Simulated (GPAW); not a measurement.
A computed F K-edge spectrum of one site in a crystal of F and V, with its zero at a photon energy of about 678.7 eV (LDA puts this hole about 5 eV below PBE, itself good to a few eV). Method: GPAW, LDA + U, full core hole (charged cell) in a small cell, dipole transitions, broadening that rises with energy.

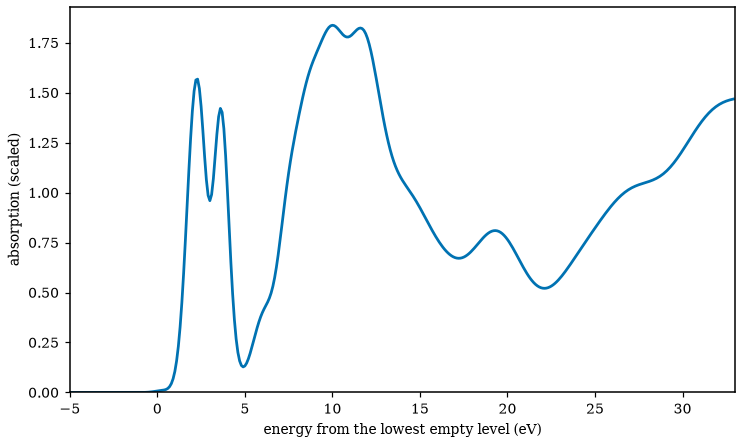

Energy from the lowest empty level; intensity scaled to a mean of 1 over the first 20 eV.

Question: What surroundings does the absorber have?

A K edge sees empty p states; the first features are F p mixed into the empty d states of the V neighbours, and the broad ones above probably into the cations' higher empty bands. It is atom 3 of VF3 (P-1), with 1 V at 1.92 Å and 1 V at 1.96 Å (bent, 143°, site symmetry 1). Its main maxima below 24 eV lie at 2.3 eV (1.57), 3.6 eV (1.42), 10.0 eV (1.84), 11.6 eV (1.82) and 19.3 eV (0.81). A near-edge spectrum doesn't fix the structure by itself; it is matched against candidates. The hole lies in one spin channel, while the script sums the empty states of both and takes the lower zero; where the two channels are split, this blurs and shifts the curve. The crystal has 3 inequivalent F sites and not all are shown here, while a measurement adds them all. The spins start antiferromagnetically in a simple order, which needn't be the measured one; gap and edge can depend on it. The holes are only 5.1 Å apart, so the shape is probably not converged with cell size; no larger cell was run here. The mesh is coarse (0.38 Å⁻¹ between points), so small maxima may be mesh ripples. The structure is a computed Materials Project entry and may be a hypothetical form.

[Hosts, paths, dates, database ids (printed as entryN), source tags and the programs' standing remarks are cut or masked in the printed files.]

[Lists of maxima count a maximum above −3 eV only where it reaches 4 % of the highest in the window and stands out from its surroundings by 2 % of it (1.5 % where it reaches 55 %); shoulders and weaker maxima are passed over, and of the rest the first, up to two pre-edge ones and the few strongest are named.]
